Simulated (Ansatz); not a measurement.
Consider FGeHSSi.

| atom | x (Å) | y (Å) | z (Å) |
| --- | --- | --- | --- |
| F | 0.9015 | -0.7464 | 1.4949 |
| Ge | -0.6646 | 0.0411 | 1.1169 |
| S | -0.4834 | -0.1151 | -1.2780 |
| Si | 0.5734 | 1.6458 | -0.9473 |
| H | 0.1719 | 1.6681 | 0.6684 |

Geometry: B3LYP-D3(BJ)/6-311G**.

Level of theory: isolated molecule in a Gaussian basis; Kohn-Sham density functional theory, functional PBE0 (Ansatz).

Question: What will maps of the electron density and electron localisation function show?

Answer: Si–S (2.08 Å): ρ at the midpoint is about 0.88 e/Å³; the ELF peaks at about 0.85 between the atoms, as expected for localised, covalent bonding.
Ge–S (2.41 Å): ρ is about 0.52 e/Å³ halfway; the ELF peaks at about 0.85 in the valence shell of S, 0.9 Å from its nucleus, and is about 0.70 at the midpoint.
Si–H (1.66 Å): the density is about 0.58 e/Å³ at the midpoint; the ELF climbs to about 1 towards the hydrogen, as it does in any bond to H.
Ge–H (1.88 Å): ρ is about 0.48 e/Å³ halfway; the ELF climbs to about 1 towards the hydrogen.

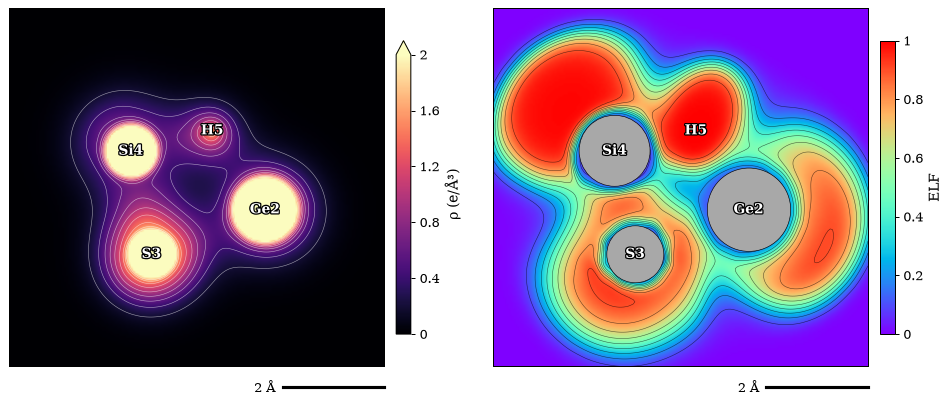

Computed electron density and electron localisation function on the plane of atoms Ge2, S3 and Si4, in this order. Grey discs cover the atomic cores in the ELF map. 
